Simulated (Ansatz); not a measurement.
# CH7BSi (SMILES CB[SiH3]) at BLYP/6-311+G(d,p)

What is the energy change on altering one bond length of CH7BSi at BLYP/6-311+G**? 

The calculation is run with Ansatz 0.2.0.

65 further runs of the same task are left out: 65 set aside as unsound or not needed.

## 1. The molecule

The species is CH7BSi (10 atoms), meant as a singlet with charge 0. As SMILES, `CB[SiH3]`. The shape is that of a PBE0-D4/def2-TZVP optimisation.

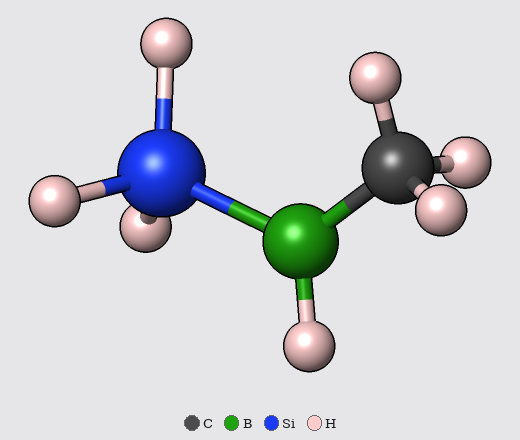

Viewed from a chosen angle; carbon dark grey, boron green, silicon blue, hydrogen pink.

## 2. A single-point energy at BLYP/6-311+G(d,p)

Contents of run.yaml:

```yaml
crystal:
  periodic: [false, false, false]
  atoms:
    - {symbol: C, position_ang: [-1.087900, 0.975000, -0.576900]}
    - {symbol: B, position_ang: [0.112000, 0.000300, -0.689900]}
    - {symbol: Si, position_ang: [1.014100, -0.883100, 0.884800]}
    - {symbol: H, position_ang: [-1.958400, 0.307500, -0.716200]}
    - {symbol: H, position_ang: [-1.157900, 1.712200, -1.380000]}
    - {symbol: H, position_ang: [-1.228600, 1.454100, 0.393400]}
    - {symbol: H, position_ang: [0.516800, -0.288200, -1.783700]}
    - {symbol: H, position_ang: [1.154200, -2.354100, 0.685500]}
    - {symbol: H, position_ang: [0.324900, -0.654200, 2.186700]}
    - {symbol: H, position_ang: [2.393700, -0.320800, 0.999300]}
basis:
  gaussian: {orbitals: 6-311+G_st__st_-spherical.json}
hamiltonian: {xc: {name: BLYP}}
accuracy: high
output: {orbitals: {seedname: orbitals}}
```

The basis set 6-311+G** is read from a file made from the Basis Set Exchange's data (not shown).

On the command line:

```sh
ansatz run run.yaml --threads 1 --pin off --max-ram 3480MiB --events-out events.jsonl --progress --plain --runs-dir runs
```

Log:

```text
Warning: RAYON_NUM_THREADS=1 ignored (pool sized by the plan → 1); use --threads N
Functional definition: BLYP
  name "BLYP"
  parameter beta = 0.0042
  parameter a = 0.04918
  parameter b = 0.132
  parameter c = 0.2533
  parameter d = 0.349
  exchange = b88_x(beta = beta)
  correlation = lyp_c(a = a, b = b, c = c, d = d)
2301 factors; integrals over basis functions are off by at most 4.2e-9 eV
mean field evaluation 1: about -9692.8420 eV, gradient 6.5e1 eV
mean field evaluation 2: about -9676.9998 eV, gradient 9.2e1 eV
mean field evaluation 4: about -9703.3977 eV, gradient 5.1e0 eV
mean field evaluation 8: about -9703.4811 eV, gradient 7.3e-2 eV
mean field evaluation 16: about -9703.4811 eV, gradient 1.2e-5 eV
mean field -9703.48107362 eV, -356.5963521997 hartree, gradient 4.2e-8 eV, S^2 0.000000; 0 other end points of the search recorded, 0 dependent functions left out
reference -9703.48114184 eV, -356.5963547067 hartree; 16, 16 occupied and 100, 100 virtual orbitals, 2301 factors
Total energy: -9703.48114184 eV, -356.5963547067 hartree
```

Wall time 9.6 s (1 thread of Arm Neoverse V2, shared host); peak memory 0.32 GiB.

## 3. The distorted shape, same level

Contents of in.yaml:

```yaml
crystal:
  periodic: [false, false, false]
  atoms:
    - {symbol: C, position_ang: [-1.411734, 1.205796, 0.298123]}
    - {symbol: B, position_ang: [-0.211834, 0.231096, 0.185123]}
    - {symbol: Si, position_ang: [0.690266, -0.652304, 1.759823]}
    - {symbol: H, position_ang: [-2.282234, 0.538296, 0.158823]}
    - {symbol: H, position_ang: [-1.481734, 1.942996, -0.504977]}
    - {symbol: H, position_ang: [-1.552434, 1.684896, 1.268423]}
    - {symbol: H, position_ang: [0.516800, -0.288200, -1.783700]}
    - {symbol: H, position_ang: [0.830366, -2.123304, 1.560523]}
    - {symbol: H, position_ang: [0.001066, -0.423404, 3.061723]}
    - {symbol: H, position_ang: [2.069866, -0.090004, 1.874323]}
basis:
  gaussian:
    orbitals: 6-311+G_st__st_-spherical.json
hamiltonian:
  xc: {name: BLYP}
accuracy: high
output: {orbitals: {seedname: orbitals}}
```

The basis set 6-311+G** is read from a file made from the Basis Set Exchange's data (not shown).

On the command line:

```sh
ansatz run in.yaml --threads 1 --pin off --max-ram 3480MiB --events-out events.jsonl --progress --plain --runs-dir runs
```

Log, shortened:

```text
Warning: RAYON_NUM_THREADS=1 ignored (pool sized by the plan → 1); use --threads N
[... 9 set-up lines as earlier in the session ...]
2311 factors; integrals over basis functions are off by at most 6.6e-9 eV
mean field evaluation 1: about -9689.6404 eV, gradient 6.6e1 eV
mean field evaluation 2: about -9667.5416 eV, gradient 9.7e1 eV
mean field evaluation 4: about -9699.2583 eV, gradient 1.8e1 eV
mean field evaluation 8: about -9700.7739 eV, gradient 2.1e-1 eV
mean field evaluation 16: about -9700.7741 eV, gradient 1.6e-5 eV
mean field -9700.77405503 eV, -356.4968711014 hartree, gradient 4.2e-8 eV, S^2 0.000000; 0 other end points of the search recorded, 0 dependent functions left out
reference -9700.77412388 eV, -356.4968736316 hartree; 16, 16 occupied and 100, 100 virtual orbitals, 2311 factors
Total energy: -9700.77412388 eV, -356.4968736316 hartree
```

It took 9 s on 1 thread of Arm Neoverse V2, shared host; peak memory 0.32 GiB.

## 4. Summary of results

At BLYP/6-311+G**:

```
                                                         quantity          value
                                        first shape: total energy  -356.59635 Eh
                                         first shape: HOMO energy       -6.63 eV
                                         first shape: LUMO energy       -2.61 eV
                                       first shape: HOMO–LUMO gap        4.02 eV
                                    distorted shape: total energy  -356.49687 Eh
                                     distorted shape: HOMO energy       -5.83 eV
                                     distorted shape: LUMO energy       -3.03 eV
                                   distorted shape: HOMO–LUMO gap        2.80 eV
energy change with the B2–H7 bond stretched from 1.201 to 2.163 Å       2.707 eV
```

**Reading.** One bond (distorted shape) is far stretched, which a spin-restricted single reference describes badly; a broken-symmetry solution may lie lower. With the B2–H7 bond stretched from 1.201 to 2.163 Å the energy rises by 2.71 eV (261 kJ/mol). The first shape isn't relaxed at this level, so the change isn't measured from a minimum. A restricted reference can't describe the breaking bond well at this length.
